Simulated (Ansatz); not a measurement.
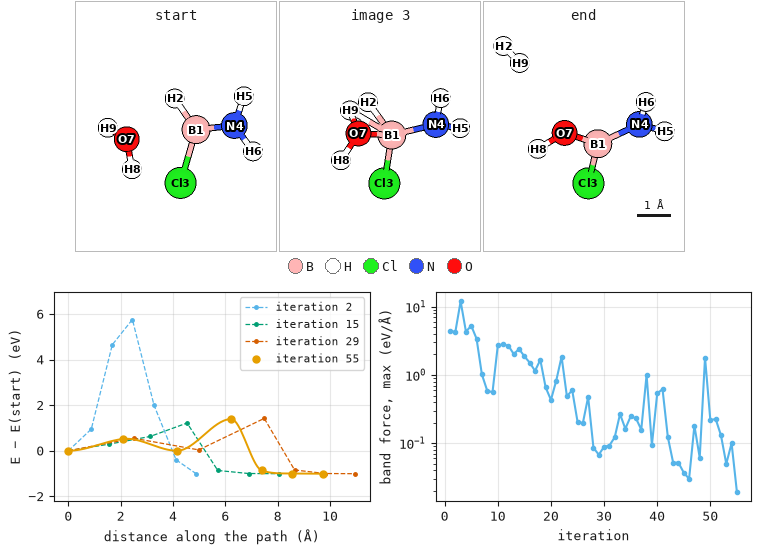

A nudged-elastic-band calculation for BNH5OCl, made up at the start of BNH3Cl and H2O. Images are numbered from 0 (start) to 6 (end). The plot follows the band through its iterations. The picture is a ball-and-stick view, seen from a free direction.

Computed with RKS PBE0-D4/6-31G* in Ansatz 0.2.0. Set-up: 5 movable images; climbing image; force threshold 0.03 eV/Å; iteration limit 60; starting path by straight interpolation.

Did the band converge, and can the barrier be trusted?

The run is converged, with reservations. The band converged in 55 iterations. The largest component of the band force went from 4.5 to 0.019 eV/Å. The climbing image converged on the top of the path. Its curvatures weren't checked. The straight starting path can push atoms close together and costs iterations. The first iteration put the highest image at 7.56 eV. The highest point, image 3, lies 1.39 eV above the start and 2.40 eV above the end; the end is at −1.01 eV relative to the start. The profile has 2 maxima (images 1, 3) with a dip at image 2 (0.00 eV), so the process runs in steps.

Limits of the set-up: the start holds two separate molecules, 2.7 Å apart at their closest, whose relative position is a soft coordinate.
